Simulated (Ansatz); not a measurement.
**ZnS (wurtzite), energy over volume and axial ratio**

ZnS (wurtzite)

```
ZnS
1.0
    3.84514     0.00000     0.00000
   -1.92257     3.32999     0.00000
    0.00000     0.00000     6.30573
Zn S
2 2
Direct
  0.66667   0.33333   0.99985
  0.33333   0.66667   0.49985
  0.66667   0.33333   0.62535
  0.33333   0.66667   0.12535
```

Two coordinates are scanned: the volume, and the ratio of the stretch along z (the conventional c axis) to the stretch across it. Atoms keep their fractional coordinates.

Level of theory: PBE (plane waves to 420 eV, PAW, scalar-relativistic; Ansatz, a program for electronic structure). k mesh 10×10×5 (Γ-centred), Fermi-Dirac smearing 0.05 eV. Energies are smeared free energies. As the atoms are clamped, bonds stretch with the cell, which overstates energies and stresses. The PAW data are Ansatz's earlier set. ZnS was relaxed with its symmetry unable to fall. The zero of ΔE is the relaxed starting cell.

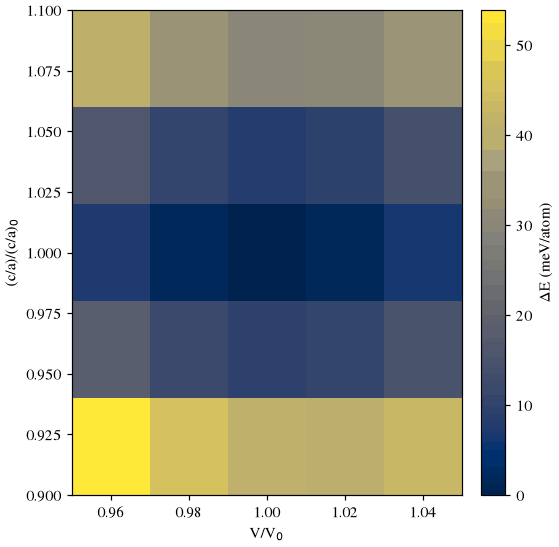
Figure: ΔE (meV/atom) over the 5×5 grid of computed points.

The modulus against c/a change at fixed volume, (3/4V)·∂²E/∂(ln c/a)² (fit, atoms clamped) comes out as 65 GPa, an upper bound as the atoms could relax. Lowest place on the grid: V/V₀ = 1.000, (c/a)/(c/a)₀ = 1.000 (0.0 meV/atom). Highest place on the grid: V/V₀ = 0.960, (c/a)/(c/a)₀ = 0.920 (53.9 meV/atom).

Near the relaxed cell σzz − σxx = −2Cδ (compression positive), C being this modulus and δ the logarithm of the ratio.

(Under strain, the slope of the energy per volume gives the stress and its curvature an elastic modulus.)
